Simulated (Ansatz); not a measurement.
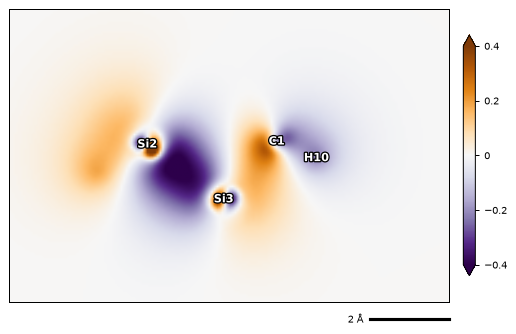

Figure 1: CH₇Si₂ (SMILES C[SiH-][SiH3]) (charge −1). The HOMO−1 on the plane of atoms C1, Si3 and Si2 (values in Å⁻³ᐟ²; the overall sign is arbitrary).

Geometry: PBE0-D3(BJ)/def2-SVPD.

These are results of Ansatz, isolated molecule in a Gaussian basis; Kohn-Sham density functional theory, functional PBE0, not measurements.

```yaml
atoms:
  - { symbol: C, position_ang: [-1.1554, -0.8677, -1.1944] }
  - { symbol: Si, position_ang: [0.5773, 1.5131, 0.2133] }
  - { symbol: Si, position_ang: [0.4999, 0.0875, -1.6833] }
  - { symbol: H, position_ang: [1.9098, 2.2114, 0.4037] }
  - { symbol: H, position_ang: [1.5009, -0.8938, -1.0287] }
  - { symbol: H, position_ang: [-0.3955, 2.6782, 0.1601] }
  - { symbol: H, position_ang: [-1.1911, -1.2363, -0.1550] }
  - { symbol: H, position_ang: [0.2969, 0.9500, 1.6024] }
  - { symbol: H, position_ang: [-2.0306, -0.2129, -1.3463] }
  - { symbol: H, position_ang: [-1.2923, -1.7359, -1.8620] }
```

> What is the character of this orbital?

By Hirshfeld shares it lies mainly on Si3 (about 35 %), Si2 (about 35 %), H5 (about 10 %) and C1 (about 10 %). Its energy is −2.55 eV.
